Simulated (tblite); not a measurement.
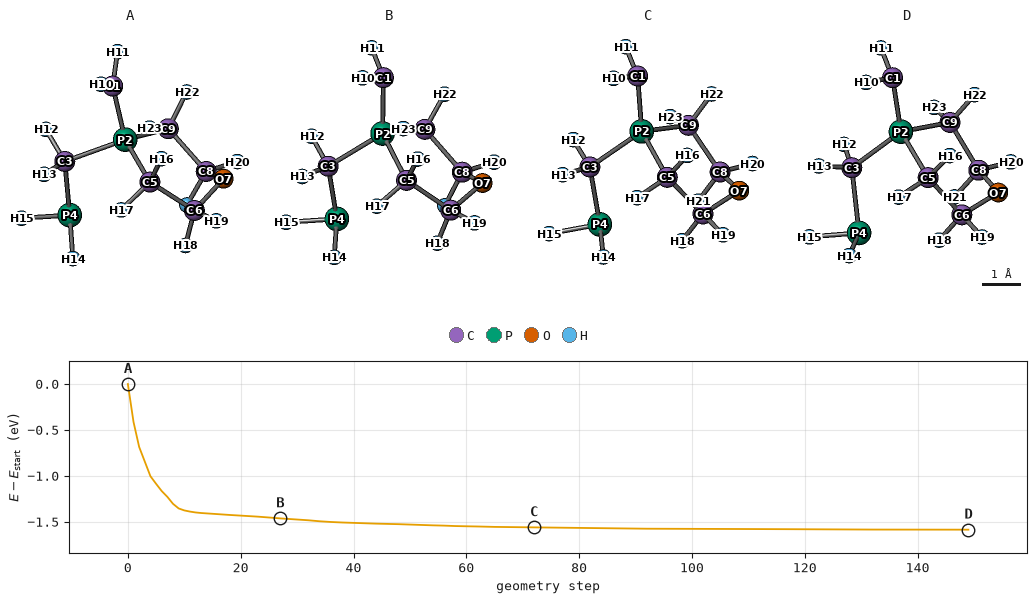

Frames of a relaxation of C$_{6}$H$_{14}$OP$_{2}$, marked on the history of the run. A ball-and-stick model, seen at a tilt.

Computed with GFN2-xTB geometry optimisation, gas phase in tblite 0.8.0. 

Question: What happens along the run?

Answer: After 149 geometry steps the energy has fallen by 1.584 eV. The atom that moves furthest after the best rigid fit is H12 (0.98 Å). Largest moves by element: H 0.98 Å, P 0.66 Å, O 0.47 Å, C 0.40 Å. Some distances before and after: P4–H14 1.474 → 1.394 Å, P2–C3 1.818 → 1.895 Å, P4–H15 1.465 → 1.395 Å, C1–P2 1.645 → 1.699 Å. Among the angles between lasting bonds that change: C1–P2–C3 103.6° → 126.6°, H14–P4–H15 106.6° → 91.5°, P2–C3–P4 112.4° → 124.9°. Groups turn about P2–C3 by about 30°, P2–C5 by about 25°, P2–C9 by about 20°. From step 0 to 27: C1 moves most (0.45 Å), energy −1.461 eV. From step 27 to 72: H19 moves most (0.47 Å), energy −0.098 eV. From step 72 to 149: H14 moves most (0.58 Å), energy −0.025 eV.

| step | E − E(0), eV |
| --- | --- |
| 0 | 0.0000 |
| 1 | -0.4120 |
| 2 | -0.6840 |
| 3 | -0.8448 |
| 4 | -1.0027 |
| 5 | -1.0851 |
| 6 | -1.1641 |
| 7 | -1.2271 |
| 8 | -1.3029 |
| 9 | -1.3530 |
| 10 | -1.3747 |
| 17 | -1.4198 |
| 25 | -1.4517 |
| 32 | -1.4820 |
| 39 | -1.5083 |
| 47 | -1.5226 |
| 54 | -1.5370 |
| 61 | -1.5482 |
| 69 | -1.5575 |
| 76 | -1.5629 |
| 83 | -1.5684 |
| 90 | -1.5731 |
| 98 | -1.5751 |
| 105 | -1.5765 |
| 112 | -1.5774 |
| 120 | -1.5805 |
| 127 | -1.5825 |
| 134 | -1.5832 |
| 142 | -1.5839 |
| 149 | -1.5842 |
